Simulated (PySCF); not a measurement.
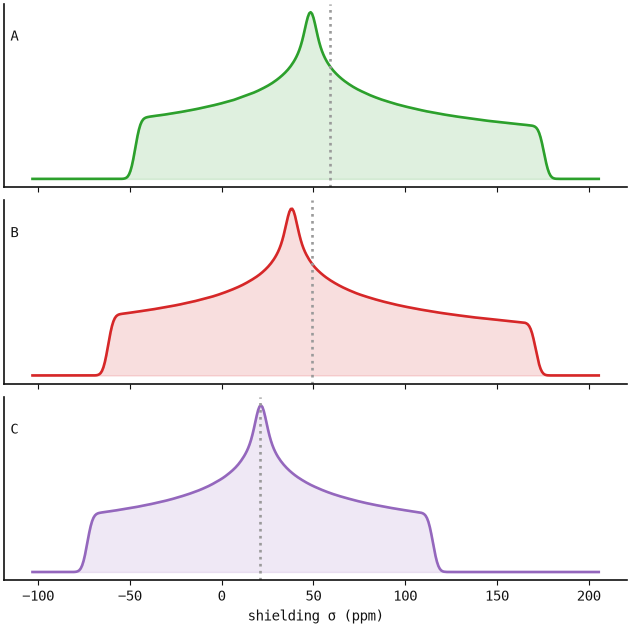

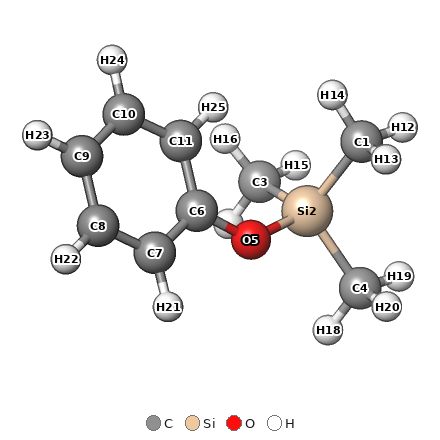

Static powder patterns (¹³C) from GIAO shielding tensors of C₉H₁₄OSi, SMILES C[Si](C)(C)Oc1ccccc1, mPW1PW91/pcSseg-1 with PySCF 2.14.0, at a PBE0-D3(BJ)/def2-SVP geometry (no frequency check); absolute shielding, one fixed geometry of the isolated molecule without any motion, no dipolar terms. The dotted line is the isotropic value; skew is 3(σiso − σ22)/span.

Q: The panels belong to C6, C9 and C10. Which is which?

A: panel A: C9, σ11, σ22, σ33 = −47, 48, 176 ppm, isotropic 59, span 223 ppm, skew 0.14; panel B: C10, σ11, σ22, σ33 = −62, 38, 171 ppm, isotropic 49, span 233 ppm, skew 0.14; panel C: C6, σ11, σ22, σ33 = −73, 21, 115 ppm, isotropic 21, span 188 ppm, skew 0.00.

Note: one conformer of a flexible molecule.
